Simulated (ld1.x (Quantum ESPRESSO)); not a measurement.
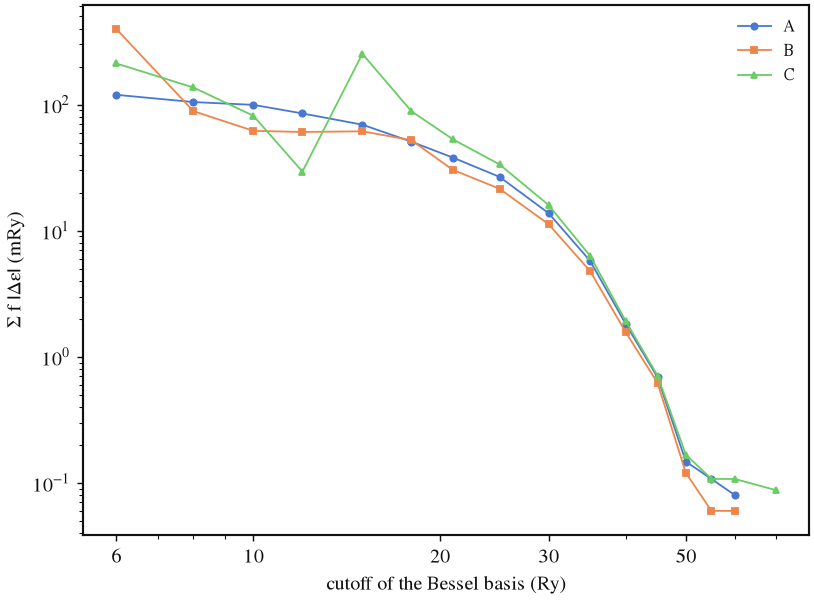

The occupation-weighted error of the valence levels in a spherical-Bessel basis for 3 variants of one potential.

Base settings:

```yaml
element: Sb (Z = 51)
generator: ld1.x (Quantum ESPRESSO) 7.5
type: norm-conserving RRKJ (Kleinman–Bylander form)
functional: PBEsol
relativity: scalar-relativistic
frozen_core: [Kr] 4d10
valence_charge: 5
reference_configuration: 5s2 5p2.75 (charge +0.25)
partial_waves: 5s (bound): rc 1.90 bohr; 5p (bound): rc 2.50 bohr
local_potential: all-electron potential smoothed inside 1.75 bohr (lloc = -1)
core_correction: a·sin(br)/r model core inside 1.90 bohr
rho0: 0.01
```

> The variants differ in the radius of the local potential: 1.00 bohr, 1.36 bohr, 1.66 bohr. Which curve belongs to which value?

A: 1.36 bohr; B: 1.00 bohr; C: 1.66 bohr.

> What did the other tests of these runs give?

A: loose cutoff 35 Ry; bound ghosts s, p, d; 5 of 7 tests not solved. B: loose cutoff 35 Ry; bound ghosts s, p, d; 4 of 7 tests not solved. C: loose cutoff 35 Ry; bound ghosts s, d; largest test error -511 meV. The loose cutoff is the first of the cutoffs, on a coarse ladder, from which the occupation-weighted sum of valence levels, in a spherical-Bessel basis at the reference potential, stays within 10 and 1 mRy of its value at 400 Ry.
